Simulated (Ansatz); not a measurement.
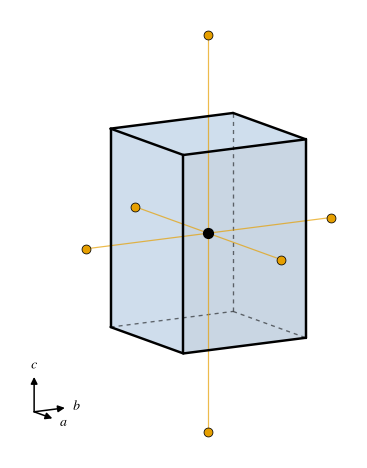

Crystal: Lu₂PN, the input geometry of an electronic-structure calculation (not necessarily at equilibrium); the starting structure was generated, so it need not be a known form of this composition. The Wigner–Seitz cell of the crystal's lattice, with lines to the lattice points that define its faces. Symmetry computed with spglib at a tolerance of 0.002 Å; standard conventional cell.

a = 3.643 Å, b = 3.643 Å, c = 5.196 Å, α = 90.00°, β = 90.00°, γ = 90.00°; space group No. 123, P4/mmm.

### What is the cell's combinatorial type?

A parallelepiped: 6 faces (6 with 4 edges), 12 edges, 8 vertices. Its volume is that of the primitive cell, 69.0 Å³.

### Which lattice vectors do the faces bisect?

| example | length (Å) | faces | edges of each | area (Å²) |
| --- | --- | --- | --- | --- |
| a | 3.64 | 4 | 4 | 18.9 |
| c | 5.20 | 2 | 4 | 13.3 |
